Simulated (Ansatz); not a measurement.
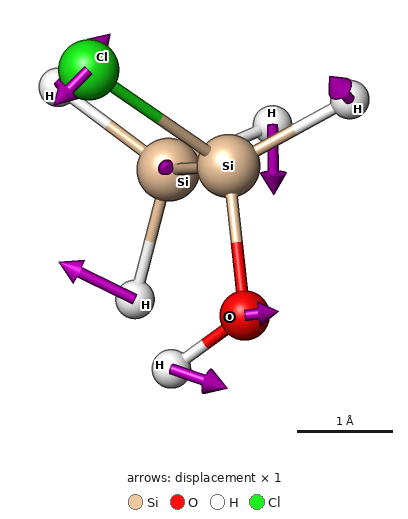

This is a relaxation of Si2H5OCl. The starting structure is drawn; purple arrows show the displacements, at their true length. The two geometries are superimposed by the best rigid fit.

Style: ball-and-stick. Shown from a free direction.

The run prepares the start of a later molecular dynamics calculation, from a guessed geometry.

All numbers below come from Ansatz 0.2.0, RKS PBE-D4/6-31G.

Input
```yaml
crystal:
  periodic: [false, false, false]
  atoms:
    - { symbol: Si, position_ang: [0.0, 0.0, 0.0] }
    - { symbol: O, position_ang: [0.0, 0.0, 1.68] }
    - { symbol: H, position_ang: [-0.9095, -0.2814, 2.0171] }
    - { symbol: H, position_ang: [1.3768, 0.0, -0.4862] }
    - { symbol: Cl, position_ang: [-1.0032, 1.7381, -0.7093] }
    - { symbol: Si, position_ang: [-1.0456, -1.8115, -0.7393] }
    - { symbol: H, position_ang: [-1.7029, -2.4846, 0.3772] }
    - { symbol: H, position_ang: [-2.0454, -1.4265, -1.7311] }
    - { symbol: H, position_ang: [-0.0777, -2.7173, -1.3511] }
basis:
  gaussian: { orbitals: "6-31G" }
hamiltonian:
  xc: pbe
  dispersion: d4
relax:
  f_tol: 0.02
  max_steps: 40
```

Launched with:
```bash
ansatz run input.yaml --threads 1 --pin off --max-ram 2048MiB --backend cpu --events-out ev --progress --plain --runs-dir out
```

Describe the change and its energy.

Answer. After 11 accepted moves (12 points after the start) the energy has fallen by 12.7 kcal/mol. The largest force component goes from 2.2 to 0.014 eV/Å. The line search rejected the trial step at point 3 of the run. The atom that moves furthest after the best rigid fit is H7 (0.90 Å). Largest moves by element: H 0.90 Å, Cl 0.53 Å, O 0.37 Å, Si 0.17 Å. Near-neighbour distances that change, for instance: Si1–Si6 2.218 → 2.369 Å, Si1–Cl5 2.128 → 2.221 Å, Si1–O2 1.680 → 1.740 Å, Si6–H7 1.460 → 1.512 Å. Bond angles that change, for instance: Si1–O2–H3 109.5° → 120.6°, H4–Si1–Si6 109.5° → 117.0°, O2–Si1–H4 109.5° → 102.8°. Groups turn about Si1–Si6 by about 50°.

Limits of the set-up: the basis has no polarisation functions, which atoms past neon need.
